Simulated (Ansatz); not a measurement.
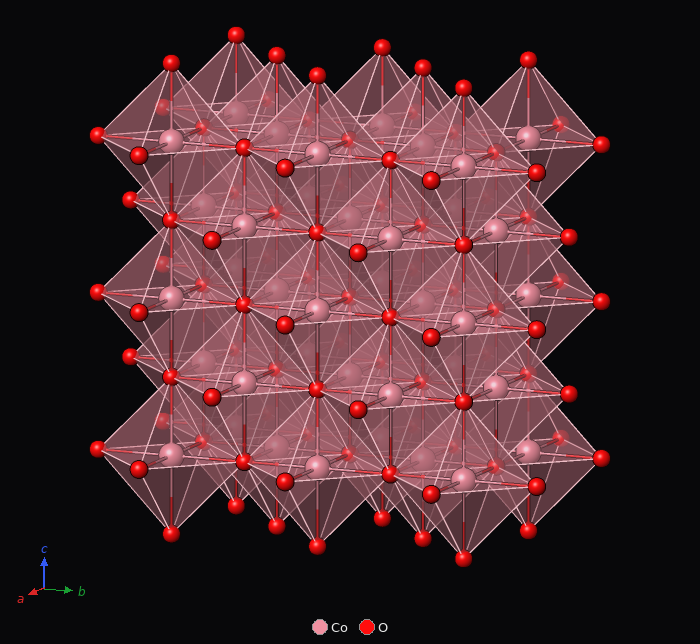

Polyhedra are drawn about Co (bonds: Co–O below 2.4 Å); other atoms are plain spheres.

The compound is CoO (space group Fm-3m, No. 225), taken as the input geometry of an electronic-structure calculation (not necessarily at equilibrium).

### What figure surrounds each Co atom, and what does it share with the other drawn polyhedra?

Co: CoO6 octahedron, sharing corners with six neighbours and edges with twelve neighbours.

### How do these polyhedra hang together as a whole?

They form a three-dimensional framework of corner- and edge-sharing octahedra.
